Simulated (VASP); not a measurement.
Energy against volume of TiCo (CsCl type). Computed with optB86b-vdW, VASP's PBE PAW potentials (set 64) (plane waves; VASP 6.6.1).

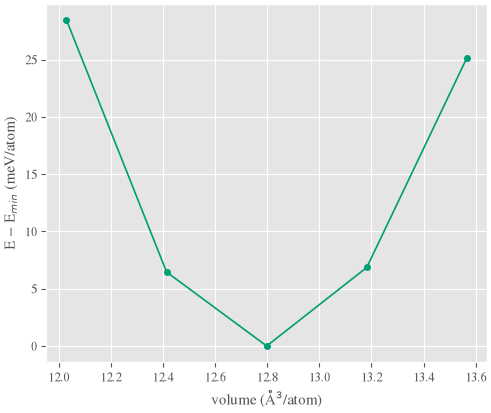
*Energy against volume*

Estimate the equilibrium volume and the bulk modulus.

The minimum lies near 12.8 Å³/atom, and the curvature gives B0 of about 190 GPa.

Measured: bulk modulus 154 GPa (computed value off by +20.7 %), a 2.995 Å (computed value off by -1.6 %), as given by Yamada et al., (2019), arXiv:1910.09660. The calculation is for a static lattice, while the measured bulk modulus, a hold thermal and zero-point effects, which are part of the difference.

The compound is TiCo in the CsCl type structure. It was relaxed first. The run is not spin-polarised, so no magnetic state was tried.
